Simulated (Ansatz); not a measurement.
# H2S2 at PBE0/STO-3G

What is the electronic atomisation energy of H2S2 at PBE0/STO-3G? 

The results are computed with Ansatz 0.2.0.

29 further runs of the same task are left out: 29 set aside as unsound or not needed.

## (1) Starting point

The species is H2S2 (4 atoms), meant as a singlet with charge 0. The shape is that of a GFN2-xTB optimisation.

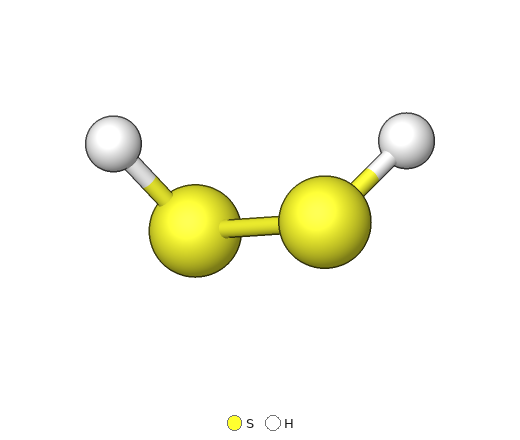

Viewed from a chosen angle; sulfur yellow, hydrogen white.

## (2) The energy at PBE0/STO-3G

Contents of input.yaml:

```yaml
basis:
  gaussian:
    orbitals: STO-3G
crystal:
  periodic: [false, false, false]
  atoms:
    - {symbol: S, position_ang: [-0.427380, -0.511820, -0.893940]}
    - {symbol: S, position_ang: [-0.422510, 0.717510, 0.740680]}
    - {symbol: H, position_ang: [0.706880, -0.077850, -1.459730]}
    - {symbol: H, position_ang: [0.143010, -0.127830, 1.612990]}
hamiltonian:
  xc: pbe0
accuracy: high
```

Command:

```bash
$ ansatz run input.yaml --threads 1 --pin off --max-ram 2610MiB --events-out events.jsonl --progress --plain --runs-dir runs
```

The log of the run:

```text
Warning: RAYON_NUM_THREADS=1 ignored (pool sized by the plan → 1); use --threads N
Functional definition: PBE0
  name "PBE0"
  parameter a = 0.25
  parameter kappa = 0.804
  parameter beta = 0.06672455060314922
  exchange = (1 - a)*pbe_x(kappa = kappa, mu = beta*pi^2/3) + a*exact_x
  correlation = pbe_c(beta = beta)
344 factors; integrals over basis functions are off by at most 1.3e-8 eV
mean field evaluation 1: about -21455.2798 eV, gradient 4.9e0 eV
mean field evaluation 2: about -21455.4069 eV, gradient 1.4e0 eV
mean field evaluation 4: about -21455.4159 eV, gradient 9.6e-3 eV
mean field evaluation 8: about -21455.4140 eV, gradient 3.5e-4 eV
mean field -21455.41396318 eV, -788.4719201450 hartree, gradient 7.6e-9 eV, S^2 0.000000; 0 other end points of the search recorded, 0 dependent functions left out
reference -21455.41396436 eV, -788.4719201883 hartree; 17, 17 occupied and 3, 3 virtual orbitals, 344 factors
Total energy: -21455.41396436 eV, -788.4719201883 hartree
```

Run time: 0.95 s. Hardware: 1 thread of Arm Neoverse V1, shared host.

## (3) The H atom, same level

Contents of input.yaml:

```yaml
crystal:
  periodic: [false, false, false]
  atoms:
    - {symbol: H, position_ang: [0.000000, 0.000000, 0.000000]}
basis:
  gaussian:
    orbitals: STO-3G
magnetization:
  spin_polarized: true
  initial_magnetization: 1
hamiltonian:
  xc: pbe0
accuracy: high
```

Command:

```bash
$ ansatz run input.yaml --threads 1 --pin off --max-ram 2610MiB --events-out events.jsonl --progress --plain --runs-dir runs
```

The log of the run, cut to the lines that bear on the results:

```text
Warning: RAYON_NUM_THREADS=1 ignored (pool sized by the plan → 1); use --threads N
[... 7 set-up lines as earlier in the session ...]
1 factors; integrals over basis functions are off by at most 4.6e-10 eV
mean field evaluation 1: about -12.6944 eV, gradient 0.0e0 eV
mean field evaluation 2: about -12.6944 eV, gradient 0.0e0 eV
mean field -12.69435959 eV, -0.4665091103 hartree, gradient 0.0e0 eV, S^2 0.750000; 0 other end points of the search recorded, 0 dependent functions left out
reference -12.69436041 eV, -0.4665091406 hartree; 1, 0 occupied and 0, 1 virtual orbitals, 1 factors
Total energy: -12.69436041 eV, -0.4665091406 hartree
```

Run time: 0.08 s. Hardware: 1 thread of Arm Neoverse V1, shared host.

## (4) The S atom at the same level

Contents of in.yaml:

```yaml
basis:
  gaussian:
    orbitals: STO-3G
crystal:
  periodic: [false, false, false]
  atoms:
    - symbol: S
      position_ang: [0.000000, 0.000000, 0.000000]
magnetization:
  spin_polarized: true
  initial_magnetization: 2
hamiltonian:
  xc: pbe0
accuracy: high
```

Run the same way, it converges to -393.54590 Eh (log not shown).

## (5) Results

At PBE0/STO-3G:

| quantity | value |
| --- | --- |
| molecule: total energy | -788.47192 Eh |
| H atom: total energy | -0.46651 Eh |
| H atom: ⟨S²⟩ | 0.750 |
| S atom: total energy | -393.54590 Eh |
| S atom: ⟨S²⟩ | 2.000 |
| electronic atomisation energy | 12.166 eV |

**Reading.** Taking the molecule apart into free atoms costs 12.17 eV (1174 kJ/mol), before zero-point energy and without spin-orbit coupling. In a minimal basis such a difference can be off by several eV, whatever the method.
